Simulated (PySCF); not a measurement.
C₅H₄BNS, SMILES Bc1ccc(C#N)s1 at its GFN2-xTB optimised geometry (Å):

```
12

B     -1.4116    -2.4441     0.0011
C     -0.4585    -1.2540     0.0000
C      0.9252    -1.2540     0.0000
C      1.5074     0.0131     0.0000
C      0.5627     1.0191     0.0002
C      0.8052     2.3949     0.0013
N      1.0126     3.5239     0.0028
S     -1.0452     0.3870    -0.0001
H     -0.9669    -3.5239     0.0024
H     -2.5660    -2.2673     0.0008
H      1.4949    -2.1665     0.0000
H      2.5660     0.2049     0.0000
```

Level of theory: CAM-B3LYP/def2-TZVP (PySCF). Cells within 0.4 Å of a nucleus heavier than hydrogen are left out (blank, or x).

Map of the deformation density (molecule minus spherical neutral atoms) (e/bohr³), clipped to [-0.15, 0.15] on the plane z = 0.0 Å:

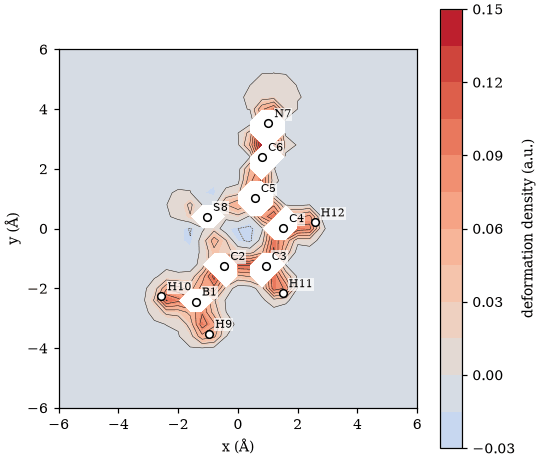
*Deformation density (molecule minus spherical neutral atoms) (e/bohr³), clipped to [-0.15, 0.15] on the plane z = 0.0 Å.*
